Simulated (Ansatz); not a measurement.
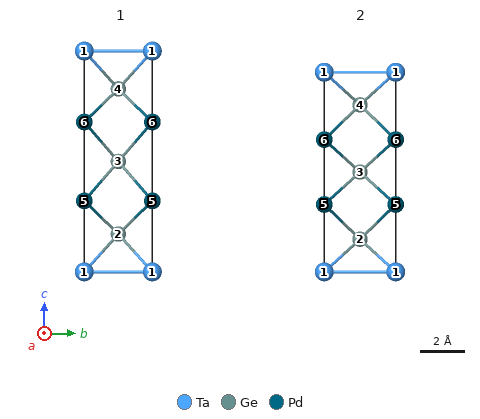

Two geometries of a crystal of TaGe3Pd2 (a generated structure, set up in P4/mmm), drawn at one scale. One is the start of a relaxation, the other its converged end. Style: ball-and-stick. Shown: the cell of the calculation, along the a axis.

Level of theory: DFT PBE, scalar-relativistic, plane waves, PAW (Ansatz 0.2.0). Set-up: plane-wave cutoff 420 eV; k-point mesh 12 × 12 × 4; occupations gaussian; smearing width 0.1 eV; no spin polarisation; cell and atoms relaxed; force threshold 0.01 eV/Å; at most 80 steps.

Question: Which of the two is the end point?

Answer: Structure 2 is the relaxed one. The energy falls by 22.1 meV per cell of the calculation in 12 accepted moves (16 points after the start). The largest force component goes from 0.095 to 0.0021 eV/Å. The pressure goes from −0.45 to 0.02 GPa. The line search rejected the trial steps at points 5, 11, 12 of the run. At 1 point the geometry stayed and the basis and grid were re-selected for the new cell (energy shift of 0.3 meV per cell of the calculation at most each time). The largest moves relative to the cell, 0.15 Å, are those of Pd5 and Pd6. Pd6 goes along −c. Largest moves by element: Pd 0.15 Å, Ge 0.07 Å. Ta stays in place. Cell: a = b 3.112 → 3.263 Å (+4.9 %), c 10.095 → 9.126 Å (−9.6 %). Volume −0.6 %. Some distances before and after: Ta1–Pd5 3.246 → 3.080 Å, Ta1–Ta1 3.112 → 3.263 Å, Ge2–Pd5 2.672 → 2.801 Å, Ge3–Pd5 2.844 → 2.743 Å. The space group stays P4/mmm (No. 123). Cost: 18 min on 1 thread of Intel(R) Xeon(R) Processor @ 2.50GHz (Skylake/Cascade Lake), with other jobs on the host, peak memory 0.66 GiB.
